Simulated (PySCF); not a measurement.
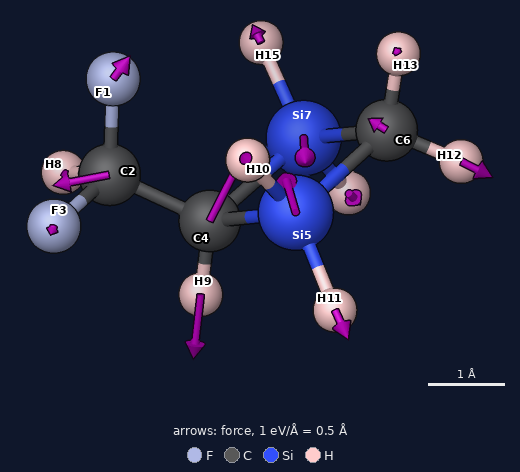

Starting geometry of C₃H₈F₂Si₂ with the computed forces as purple arrows. Style: ball-and-stick. Shown from a free direction.

The start comes from GFN2-xTB. Its atoms were then displaced at random by about 0.01 Å.

Method: PBE0-D3(BJ)/def2-SVP geometry optimisation, gas phase (PySCF 2.14.0, density-fitted response routines). 

Is this structure relaxed? If not, where do the atoms go?

Answer. It isn't relaxed: the largest force vector, on a C atom, is 2.10 eV/Å. The final displacements have little in common with the starting forces (cosine between the two patterns 0.07). The largest move after the best rigid fit is that of an H atom, 0.48 Å. Largest moves by element: H 0.48 Å, F 0.24 Å, C 0.16 Å, Si 0.14 Å. Some distances before and after: H–Si 1.445 → 1.494 Å, C–H 1.052 → 1.100 Å, C–Si 1.930 → 1.897 Å, C–C 1.468 → 1.498 Å. Bond angles that change, for instance: Si–C–Si 92.9° → 87.9°, Si–C–Si 91.3° → 86.5°, Si–C–H 114.2° → 118.6°. After 19 geometry steps the energy has fallen by 6.09 kcal/mol. Cost: 5.3 min on 1 thread of Arm Neoverse N1, with other jobs on the host.
